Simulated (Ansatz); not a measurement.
# GeH5 (doublet): one geometry, many settings at distance H1–H2 along a hydrogen transfer = 0.693 Å

What do other methods and options give for GeH5 (doublet) at this geometry, and how long do they take?

Computed with Ansatz 0.2.0, Gaussian basis. Level: the settings change from run to run.

8 further runs of the same task are left out: 7 that didn't finish, 1 set aside as unsound or not needed.

**1. The system**

The geometry derives from fragments relaxed apart (PBE0/def2-TZVP) and kept rigid, so it is no stationary point. A hydrogen atom is moved between rigid fragments. No spin-orbit coupling is included. The filled d shell of Ge may be among the frozen orbitals whatever the setting's name suggests; the logs give the count.

6 atoms, charge 0, spin multiplicity 2.

Atoms are counted from 1 here; the program's logs count them from 0.

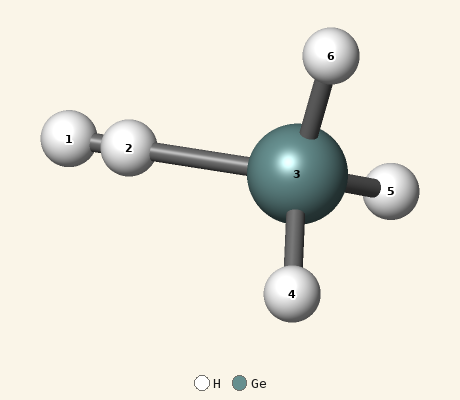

The structure; hydrogen white, germanium teal; atoms are numbered from 1 in the order of the file.

**2. CCSD on UHF/cc-pVDZ**

in.yaml

```yaml
crystal:
  periodic: [false, false, false]
  atoms:
    - {symbol: H, position_ang: [-2.597751, 0.000000, -0.000001]}
    - {symbol: H, position_ang: [-1.904751, 0.000000, -0.000001]}
    - {symbol: Ge, position_ang: [0.041249, 0.000000, 0.000000]}
    - {symbol: H, position_ang: [0.509918, -1.465915, 0.000000]}
    - {symbol: H, position_ang: [0.509918, 0.732957, -1.269519]}
    - {symbol: H, position_ang: [0.509917, 0.732957, 1.269520]}
basis:
  gaussian: {orbitals: cc-pVDZ}
magnetization: {spin_polarized: true, initial_magnetization: 1}
correlation: {method: ccsd, electrons: valence, diis_vectors: 1}
scf: {lower_state_search: full}
```

Command:

```sh
$ ansatz run in.yaml --threads 1 --pin off --events-out ev --progress --plain --max-ram 2393MiB
```

Standard output:

```text
Functional definition: HF
  name "HF"
  cite "Fock, Z. Phys. 61, 126 (1930) doi:10.1007/BF01340294"
  parent pbe
  exchange = exact_x
  correlation = 0
539 factors; integrals over basis functions are off by at most 9.5e-4 eV
mean field evaluation 1: about -56548.0474 eV, gradient 7.5e0 eV
mean field evaluation 2: about -56548.0524 eV, gradient 7.5e0 eV
mean field evaluation 4: about -56548.7376 eV, gradient 6.0e-1 eV
mean field evaluation 8: about -56548.7440 eV, gradient 2.5e-3 eV
mean field evaluation 16: about -56513.6602 eV, gradient 2.9e1 eV
mean field evaluation 32: about -56513.3171 eV, gradient 3.0e1 eV
mean field -56548.74401868 eV, -2078.1280125710 hartree, gradient 3.2e-6 eV, S^2 0.760101; 3 other end points of the search recorded, 0 dependent functions left out
9 core orbitals not correlated: weight in the atoms' cores, before any rotation towards them, 1.000 or more for the frozen orbitals, at most 0.000 for the correlated occupied ones
reference -56548.74401868 eV, -2078.1280125710 hartree; 10, 9 occupied and 33, 34 virtual orbitals, 539 factors
second order -3.89439170 eV of doubles, -0.00000000 eV of singles
cycle   1  -4.52408890 eV  change   -6.3e-1 eV  update   6.1e-2
cycle   2  -4.77751578 eV  change   -2.5e-1 eV  update   2.2e-2
cycle   3  -4.79236125 eV  change   -1.5e-2 eV  update   6.3e-3
cycle   4  -4.79498750 eV  change   -2.6e-3 eV  update   2.4e-3
cycle   5  -4.79258781 eV  change    2.4e-3 eV  update   9.6e-4
cycle   6  -4.79279526 eV  change   -2.1e-4 eV  update   4.0e-4
cycle   7  -4.79244347 eV  change    3.5e-4 eV  update   1.9e-4
cycle   8  -4.79252635 eV  change   -8.3e-5 eV  update   8.5e-5
cycle   9  -4.79246519 eV  change    6.1e-5 eV  update   3.5e-5
cycle  10  -4.79248542 eV  change   -2.0e-5 eV  update   1.3e-5
Total energy: -56553.53650409 eV, -2078.3041331616 hartree
```

Wall time 2.4 s (1 thread of Intel Xeon Platinum 8259CL at 2.50GHz, shared host).

From the report: ⟨S²⟩ of the determinant 0.760 (pure doublet: 0.75); correlation -4.7925 eV; T1 0.009; largest double amplitude 0.03.

**3. CASSCF(1,2)/6-31G***

Changes to in.yaml since step 2:

```diff
@@ -10,5 +10,5 @@
 basis:
-  gaussian: {orbitals: cc-pVDZ}
-magnetization: {spin_polarized: true, initial_magnetization: 1}
-correlation: {method: ccsd, electrons: valence, diis_vectors: 1}
-scf: {lower_state_search: full}
+  gaussian: {orbitals: "6-31G*", point_charges: [{charge: -1.00, position_ang: [3.744, -0.439, 0.536]}]}
+magnetization: {spin_polarized: false, initial_magnetization: 1}
+correlation: {active_space: {window: {electrons: 1, orbitals: 2}}}
+output: {forces: true}
```

Same command.

Standard output (excerpt; [...] marks lines left out):

```text
Functional definition: HF
  name "HF"
  cite "Fock, Z. Phys. 61, 126 (1930) doi:10.1007/BF01340294"
  parent pbe
[...]
470 factors; integrals over basis functions are off by at most 1.0e-3 eV
[...]
mean field -56541.62297121 eV, -2077.8663189035 hartree, gradient 3.3e-6 eV, S^2 0.750000; 0 other end points of the search recorded, 0 dependent functions left out
reference -56541.62297121 eV, -2077.8663189035 hartree; 19, 18 occupied and 26, 27 virtual orbitals, 470 factors
state -56541.62297121 eV, -2077.8663189035 hartree
[...]
Total energy: -56541.62297121 eV, -2077.8663189035 hartree
Atom 0 at    -2.597751     0.000000    -0.000001 Å, force    -3.504671    -0.005574     0.006203 eV/Å
Atom 1 at    -1.904751     0.000000    -0.000001 Å, force     1.373133     0.009489    -0.011271 eV/Å
Atom 2 at     0.041249     0.000000     0.000000 Å, force     2.330309    -0.130805     0.156618 eV/Å
Atom 3 at     0.509918    -1.465915     0.000000 Å, force    -0.045730     0.014969    -0.032029 eV/Å
Atom 4 at     0.509918     0.732957    -1.269519 Å, force     0.021344     0.054858    -0.080961 eV/Å
Atom 5 at     0.509917     0.732957     1.269520 Å, force    -0.033780     0.037293    -0.013859 eV/Å
Dipole moment:     0.215427    -0.032194     0.037841 e Å
```

Wall time 1.8 s (1 thread of Intel Xeon Platinum 8259CL at 2.50GHz, shared host).

From the report: 2 determinants; active occupations 1.00, 0.00. With so small a space the active step adds no correlation: the energy is the mean field's.

**4. BCCD on UHF/6-31G***

Changes to in.yaml since step 3:

```diff
@@ -10,5 +10,6 @@
 basis:
-  gaussian: {orbitals: "6-31G*", point_charges: [{charge: -1.00, position_ang: [3.744, -0.439, 0.536]}]}
-magnetization: {spin_polarized: false, initial_magnetization: 1}
-correlation: {active_space: {window: {electrons: 1, orbitals: 2}}}
+  gaussian: {orbitals: "6-31G*"}
+magnetization: {spin_polarized: true, initial_magnetization: 1}
+correlation: {method: bccd, electrons: valence}
+accuracy: high
 output: {forces: true}
```

The command is unchanged.

Standard output (excerpt; [...] marks lines left out):

```text
Functional definition: HF
  name "HF"
  cite "Fock, Z. Phys. 61, 126 (1930) doi:10.1007/BF01340294"
  parent pbe
[...]
869 factors; integrals over basis functions are off by at most 4.1e-9 eV
[...]
mean field -56541.61368486 eV, -2077.8659776363 hartree, gradient 2.0e-8 eV, S^2 0.760345; 0 other end points of the search recorded, 0 dependent functions left out
9 core orbitals not correlated: weight in the atoms' cores, before any rotation towards them, 1.000 or more for the frozen orbitals, at most 0.000 for the correlated occupied ones
reference -56541.61368486 eV, -2077.8659776363 hartree; 10, 9 occupied and 26, 27 virtual orbitals, 869 factors
second order -7.17182701 eV of doubles, -0.00000000 eV of singles
cycle   1  -7.12282035 eV  change    4.9e-2 eV  update   7.4e-2
[...]
cycle  21  -7.51050390 eV  change  -2.0e-10 eV  update  7.4e-10
[...]
Total energy: -56549.12418876 eV, -2078.1419835638 hartree
Atom 0 at    -2.597751     0.000000    -0.000001 Å, force    -3.647269     0.000000    -0.000002 eV/Å
Atom 1 at    -1.904751     0.000000    -0.000001 Å, force     1.830819    -0.000000     0.000001 eV/Å
Atom 2 at     0.041249     0.000000     0.000000 Å, force     1.426136    -0.000009     0.000001 eV/Å
Atom 3 at     0.509918    -1.465915     0.000000 Å, force     0.130103    -0.230964     0.000000 eV/Å
Atom 4 at     0.509918     0.732957    -1.269519 Å, force     0.130106     0.115487    -0.200027 eV/Å
Atom 5 at     0.509917     0.732957     1.269520 Å, force     0.130105     0.115487     0.200027 eV/Å
Dipole moment:    -0.079178     0.000000    -0.000000 e Å
```

Run time: 13 s. Hardware: 1 thread of Intel Xeon Platinum 8259CL at 2.50GHz, shared host; peak memory 0.29 GiB.

From the report: ⟨S²⟩ of the determinant 0.760 (pure doublet: 0.75); correlation -7.5105 eV; largest double amplitude 0.03.

**5. CCSDT/def2-SVP**

Changes to in.yaml since step 4:

```diff
@@ -10,6 +10,6 @@
 basis:
-  gaussian: {orbitals: "6-31G*"}
+  gaussian: {orbitals: def2-SVP}
 magnetization: {spin_polarized: true, initial_magnetization: 1}
-correlation: {method: bccd, electrons: valence}
-accuracy: high
+hamiltonian: {xc: {name: r2SCAN}}
+correlation: {method: ccsdt, electrons: outside_noble_gas}
 output: {forces: true}
```

Same command.

Standard output (excerpt; [...] marks lines left out):

```text
Functional definition: r2SCAN
  name "r2SCAN"
  cite "Furness, Kaplan, Ning, Perdew & Sun, J. Phys. Chem. Lett. 11, 8208 (2020) doi:10.1021/acs.jpclett.0c02405"
  cite "Furness, Kaplan, Ning, Perdew & Sun, J. Phys. Chem. Lett. 11, 9248 (2020) doi:10.1021/acs.jpclett.0c03077"
  parent r2scan
[...]
981 factors; integrals over basis functions are off by at most 2.3e-7 eV
[...]
mean field -56589.41353811 eV, -2079.6225898435 hartree, gradient 4.6e-6 eV, S^2 0.755403; 0 other end points of the search recorded, 0 dependent functions left out
14 core orbitals not correlated: weight in the atoms' cores, before any rotation towards them, 0.999 or more for the frozen orbitals, at most 0.000 for the correlated occupied ones
reference -56541.97048034 eV, -2077.8790896285 hartree; 5, 4 occupied and 38, 39 virtual orbitals, 981 factors
second order -3.49699401 eV of doubles, -0.20449037 eV of singles
cycle   1  -4.28334931 eV  change   -5.9e-1 eV  update   5.7e-2
[...]
cycle  12  -4.59049062 eV  change   -1.0e-6 eV  update   1.1e-6
[...]
Total energy: -56546.56097096 eV, -2078.0477870472 hartree
Atom 0 at    -2.597751     0.000000    -0.000001 Å, force    -4.353536    -0.000010    -0.000002 eV/Å
Atom 1 at    -1.904751     0.000000    -0.000001 Å, force     2.709241    -0.000000     0.000001 eV/Å
Atom 2 at     0.041249     0.000000     0.000000 Å, force     1.391528    -0.000006     0.000001 eV/Å
Atom 3 at     0.509918    -1.465915     0.000000 Å, force     0.084241    -0.090746     0.000000 eV/Å
Atom 4 at     0.509918     0.732957    -1.269519 Å, force     0.084263     0.045381    -0.078584 eV/Å
Atom 5 at     0.509917     0.732957     1.269520 Å, force     0.084263     0.045381     0.078585 eV/Å
Dipole moment:    -0.087021    -0.000001    -0.000000 e Å
```

Run time: 97 s. Hardware: 1 thread of Intel Xeon Platinum 8259CL at 2.50GHz, shared host; peak memory 1.3 GiB.

From the report: ⟨S²⟩ of the determinant 0.755 (pure doublet: 0.75); correlation -4.5905 eV; T1 0.020; largest double amplitude 0.04. The orbitals are Kohn-Sham ones, so correlation energy and T1 don't compare with those on Hartree-Fock orbitals.

**6. The runs in one table**

```csv
level,correlated,functions,energy (eV),time
CCSD on UHF/cc-pVDZ,valence,52,-56553.5365,2.4 s
"CASSCF(1,2)/6-31G* (beside a point charge)",,45,-56541.6230,1.8 s
BCCD on UHF/6-31G*,valence,45,-56549.1242,13 s
CCSDT/def2-SVP (on r2SCAN orbitals),outside noble gas,57,-56546.5610,97 s
```

**7. Results**

| quantity | value |
| --- | --- |
| runs | 4 |
| quickest | CASSCF(1,2)/6-31G* (beside a point charge), 1.8 s |
| slowest | CCSDT/def2-SVP (on r2SCAN orbitals), 97 s |

**Reading.** Total energies in different bases, with other cores or another treatment of relativity can't be set against each other. CCSDT/def2-SVP (on r2SCAN orbitals) took 54 times as long as CASSCF(1,2)/6-31G* (beside a point charge); the jobs differ in more than the method.
